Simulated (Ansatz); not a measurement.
# One shape, several levels: BSiH3 (SMILES B[SiH])

Aim: a comparison of 6 runs (U-revPBE/STO-3G, UB3LYP/STO-3G, UCAM-B3LYP/STO-3G, UPBE0/STO-3G, UCCSDT(Q)/STO-3G, UCCSDTQ/STO-3G) of BSiH3. 

The calculation is run with Ansatz 0.2.0.

43 further runs of the same task are left out: 43 set aside as unsound or not needed.

**1. Starting point**

BSiH3: 5 atoms, total charge 0, spin state triplet. As SMILES, `B[SiH]`. The H3–B1 distance was set to 1.474 Å, away from the relaxed value.

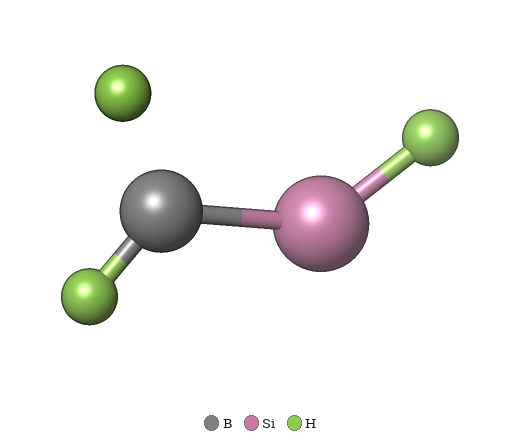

Viewed from a chosen angle; boron grey, silicon pink, hydrogen green.

**2. The energy at U-revPBE/STO-3G (run 1)**

job.yaml

```yaml
basis:
  gaussian:
    orbitals: STO-3G
crystal:
  periodic: [false, false, false]
  atoms:
    - {symbol: B, position_ang: [0.067506, -0.730025, 0.020959]}
    - {symbol: Si, position_ang: [1.035016, 0.807595, -0.456151]}
    - {symbol: H, position_ang: [-1.303690, -0.620750, 0.549520]}
    - {symbol: H, position_ang: [0.537826, -1.801595, -0.095661]}
    - {symbol: H, position_ang: [0.760276, 2.257345, -0.441511]}
magnetization:
  spin_polarized: true
  initial_magnetization: 2
hamiltonian:
  xc: {name: revPBE}
accuracy: high
```

Launch:

```console
$ ansatz run job.yaml --threads 1 --pin off --max-ram 2610MiB --events-out events.jsonl --progress --plain --runs-dir runs
```

Log:

```text
Warning: RAYON_NUM_THREADS=1 ignored (pool sized by the plan → 1); use --threads N
Functional definition: revPBE
  name "revPBE"
  parameter kappa = 1.245
  parameter beta = 0.06672455060314922
  exchange = pbe_x(kappa = kappa, mu = beta*pi^2/3)
  correlation = pbe_c(beta = beta)
287 factors; integrals over basis functions are off by at most 1.1e-8 eV
mean field evaluation 1: about -8494.8534 eV, gradient 1.2e1 eV
mean field evaluation 2: about -8491.9280 eV, gradient 2.0e1 eV
mean field evaluation 4: about -8496.2532 eV, gradient 1.2e0 eV
mean field evaluation 8: about -8496.1941 eV, gradient 1.4e-2 eV
mean field evaluation 16: about -8496.1941 eV, gradient 3.9e-7 eV
mean field -8496.19413909 eV, -312.2293756844 hartree, gradient 3.6e-8 eV, S^2 2.001435; 0 other end points of the search recorded, 0 dependent functions left out
reference -8496.19414146 eV, -312.2293757714 hartree; 12, 10 occupied and 5, 7 virtual orbitals, 287 factors
Total energy: -8496.19414146 eV, -312.2293757714 hartree
```

Wall time 1.5 s (1 thread of Arm Neoverse V1, shared host); peak memory 0.12 GiB.

**3. The energy at UB3LYP/STO-3G (run 2)**

input.yaml

```yaml
basis:
  gaussian: {orbitals: STO-3G}
crystal:
  periodic: [false, false, false]
  atoms:
    - {symbol: B, position_ang: [0.067506, -0.730025, 0.020959]}
    - {symbol: Si, position_ang: [1.035016, 0.807595, -0.456151]}
    - {symbol: H, position_ang: [-1.303690, -0.620750, 0.549520]}
    - {symbol: H, position_ang: [0.537826, -1.801595, -0.095661]}
    - {symbol: H, position_ang: [0.760276, 2.257345, -0.441511]}
magnetization: {spin_polarized: true, initial_magnetization: 2}
hamiltonian: {xc: {name: B3LYP}}
accuracy: high
```

Launch:

```console
$ ansatz run input.yaml --threads 1 --pin off --max-ram 2610MiB --events-out events.jsonl --progress --plain --runs-dir runs
```

Log:

```text
Warning: RAYON_NUM_THREADS=1 ignored (pool sized by the plan → 1); use --threads N
Functional definition: B3LYP
  name "B3LYP"
  parameter a0 = 0.2
  parameter ax = 0.72
  parameter ac = 0.81
  exchange = (1 - a0 - ax)*slater_x + ax*b88_x + a0*exact_x
  correlation = (1 - ac)*vwn_rpa_c + ac*lyp_c
287 factors; integrals over basis functions are off by at most 1.1e-8 eV
mean field evaluation 1: about -8497.1355 eV, gradient 9.7e0 eV
mean field evaluation 2: about -8497.0455 eV, gradient 1.1e1 eV
mean field evaluation 4: about -8498.1868 eV, gradient 7.0e-1 eV
mean field evaluation 8: about -8498.1342 eV, gradient 3.2e-3 eV
mean field evaluation 16: about -8498.1342 eV, gradient 3.0e-7 eV
mean field -8498.13421718 eV, -312.3006722392 hartree, gradient 1.7e-8 eV, S^2 2.000864; 0 other end points of the search recorded, 0 dependent functions left out
reference -8498.13424424 eV, -312.3006732337 hartree; 12, 10 occupied and 5, 7 virtual orbitals, 287 factors
Total energy: -8498.13424424 eV, -312.3006732337 hartree
```

It took 1.7 s on 1 thread of Arm Neoverse V1, shared host; peak memory 0.12 GiB.

Runs 3 to 5 aren't shown in full; the table further down has their settings and results.

**4. The energy at UCCSDTQ/STO-3G (run 6)**

in.yaml

```yaml
crystal:
  periodic: [false, false, false]
  atoms:
    - {symbol: B, position_ang: [0.067506, -0.730025, 0.020959]}
    - {symbol: Si, position_ang: [1.035016, 0.807595, -0.456151]}
    - {symbol: H, position_ang: [-1.303690, -0.620750, 0.549520]}
    - {symbol: H, position_ang: [0.537826, -1.801595, -0.095661]}
    - {symbol: H, position_ang: [0.760276, 2.257345, -0.441511]}
basis:
  gaussian: {orbitals: STO-3G}
magnetization: {spin_polarized: true, initial_magnetization: 2}
correlation: {method: ccsdtq, frozen_orbitals: {B: 1, H: 0, Si: 5}}
accuracy: high
scf: {omitted_lower_state_checks: [cluster_reference, increment]}
```

Launch:

```console
$ ansatz run in.yaml --threads 1 --pin off --max-ram 2610MiB --events-out events.jsonl --progress --plain --runs-dir runs
```

Log:

```text
Warning: RAYON_NUM_THREADS=1 ignored (pool sized by the plan → 1); use --threads N
[... 11 lines left out ...]
6 core orbitals not correlated: weight in the atoms' cores, before any rotation towards them, 0.999 or more for the frozen orbitals, at most 0.000 for the correlated occupied ones
[... 28 lines left out ...]
Total energy: -8480.44443393 eV, -311.6505846951 hartree
Checks for a lower state left out: cluster_reference, increment
```

It took 14 s on 1 thread of Arm Neoverse V1, shared host; peak memory 0.14 GiB.

**5. All runs side by side**

```
run              level  frozen core orbitals  energy (Eh)   ⟨S²⟩  wall time
  1    U-revPBE/STO-3G                     –  -312.229376  2.001      1.5 s
  2      UB3LYP/STO-3G                     –  -312.300673  2.001      1.7 s
  3  UCAM-B3LYP/STO-3G                     –  -312.242461  2.001        2 s
  4       UPBE0/STO-3G                     –  -312.133845  2.001      1.6 s
  5   UCCSDT(Q)/STO-3G                     6  -311.650568  2.004     0.71 s
  6     UCCSDTQ/STO-3G                     6  -311.650585  2.004       14 s
```

**6. Summary of results**

| quantity | value |
| --- | --- |
| run 6: total energy | -311.65058 Eh |
| run 6: correlation energy (6 core orbitals frozen) | -98.3 mEh |
| run 6: ⟨S²⟩ of the reference determinant | 2.004 |
| run 6: T1 diagnostic | 0.023 |

Totals of different functionals can't be ranked against each other. In runs 1, 2, 3, 4, 5, 6 the basis is minimal, so the values are rough. All runs together took 21 s, the longest 14 s.
